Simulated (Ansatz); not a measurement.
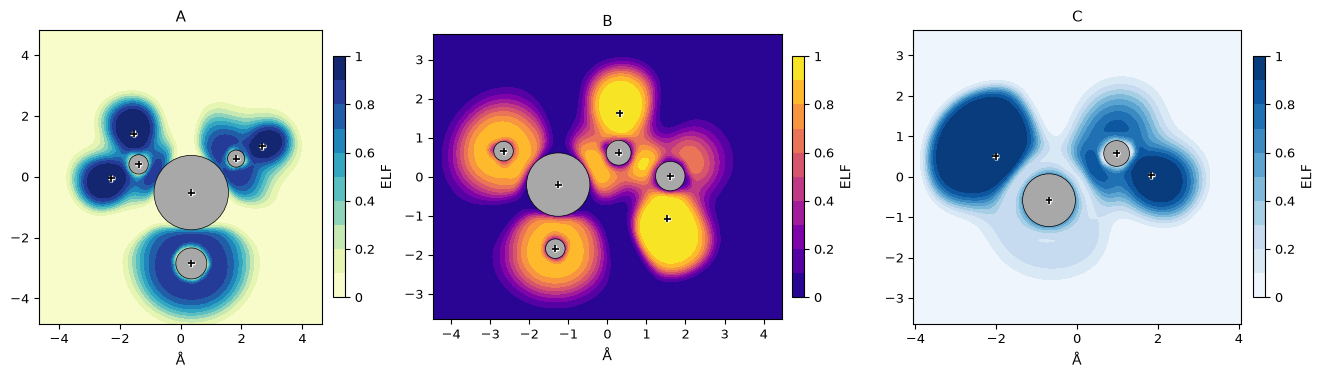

The ELF of 3 systems, each on a plane through atoms (crosses mark nuclei in the plane; grey discs cover the cores).

The calculation used Ansatz, RKS PBE0-D4/def2-TZVPP.

System 1: ClH3NOSc (SMILES [NH2][Sc]([OH])[Cl]), the molecular plane. Geometry: PBE0-D4/def2-TZVP.

```yaml
atoms:
  - { symbol: N, position_ang: [-0.7158, 1.2492, -0.0622] }
  - { symbol: Sc, position_ang: [-0.0290, -0.5819, -0.2287] }
  - { symbol: O, position_ang: [1.5098, -0.9228, 0.7428] }
  - { symbol: Cl, position_ang: [-1.1899, -2.0758, -1.5871] }
  - { symbol: H, position_ang: [-1.5438, 1.6073, -0.5227] }
  - { symbol: H, position_ang: [-0.3175, 1.9982, 0.4890] }
  - { symbol: H, position_ang: [2.2862, -1.2741, 1.1690] }
```

System 2: CH4AlF2N, the plane of atoms C1, N2 and H9. Geometry: PBE0-D4/def2-TZVP.

```yaml
atoms:
  - { symbol: C, position_ang: [0.1295, -1.1429, 0.5955] }
  - { symbol: N, position_ang: [-0.3893, 0.1902, 0.3565] }
  - { symbol: Al, position_ang: [0.0566, 1.3037, -0.9136] }
  - { symbol: F, position_ang: [-0.6488, 2.7814, -1.0201] }
  - { symbol: F, position_ang: [1.1919, 0.8858, -2.0228] }
  - { symbol: H, position_ang: [-0.6542, -1.9063, 0.5373] }
  - { symbol: H, position_ang: [0.6107, -1.2277, 1.5761] }
  - { symbol: H, position_ang: [0.8805, -1.3911, -0.1569] }
  - { symbol: H, position_ang: [-1.0884, 0.4605, 1.0309] }
```

System 3: H5NSn, the plane of atoms Sn2, N1 and H3. Geometry: PBE0-D4/def2-TZVP; core potentials replace the inner electrons of Sn.

```xyz
7

N    -0.4996   -1.1833    0.1166
Sn    0.1368    0.7304   -0.1356
H    -0.0018   -1.8445   -0.4665
H    -0.4137   -1.5049    1.0727
H    -0.1158    1.0928   -1.7817
H    -0.8363    1.6844    0.8880
H     1.7917    0.9571    0.2609
```

Q: Match each panel to its system.

A: Panel A is system 1, ClH3NOSc: the plane holds N, Sc, O, Cl and H. Sc–O (1.85 Å): the ELF peaks at about 0.80 in the valence shell of O, 0.5 Å from its nucleus, and drops to about 0.20 between the two atoms. Panel B is system 2, CH4AlF2N: the plane holds C, N, Al, F and H. C–N (1.45 Å): the ELF peaks at about 0.90 between the atoms; a shared electron pair. Panel C is system 3, H5NSn: the plane holds N, Sn and H. Sn–N (2.03 Å): the ELF peaks at about 0.85 in the valence shell of N, 0.7 Å from its nucleus, and drops to about 0.20 between the two atoms.
